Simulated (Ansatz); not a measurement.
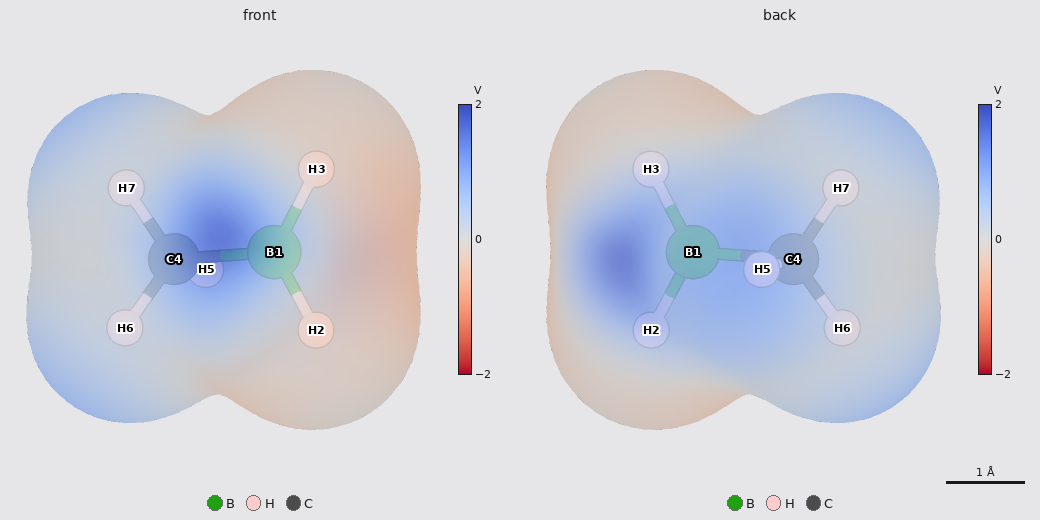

Figure. CH₅B. The electrostatic potential painted on the density surface at 0.002 e/bohr³, seen from the front and from behind; red is negative and blue positive.

Computed with RKS PBE0/def2-SVP (Ansatz).

Input

```
crystal:
  periodic: [false, false, false]
  atoms:
    - { symbol: B, position_ang: [0.133658, 0.022832, 0.068826] }
    - { symbol: H, position_ang: [0.268712, 0.230402, 1.228332] }
    - { symbol: H, position_ang: [1.203666, -0.280703, -0.340762] }
    - { symbol: C, position_ang: [-1.197549, 0.048925, -0.720032] }
    - { symbol: H, position_ang: [-1.635502, -0.961958, -0.57509] }
    - { symbol: H, position_ang: [-1.941948, 0.75166, -0.31608] }
    - { symbol: H, position_ang: [-1.093136, 0.188842, -1.805794] }
basis:
  gaussian: { orbitals: def2-SVP }
hamiltonian:
  xc: pbe0
relax:
  f_tol: 0.03
  max_steps: 50
output:
  orbitals: {}
```

Run with:

```sh
ansatz run input.yaml --threads 1 --pin off --max-ram 2048MiB --backend cpu --events-out ev --progress --plain --runs-dir out
```

The fields are those of the run's last geometry, not of the input's.

> Where is the surface potential most negative and most positive?

The most negative region (about −0.6 V, or −14 kcal/mol for a unit charge) lies over H2, the most positive (about +1.6 V, or +37 kcal/mol for a unit charge) over B1.
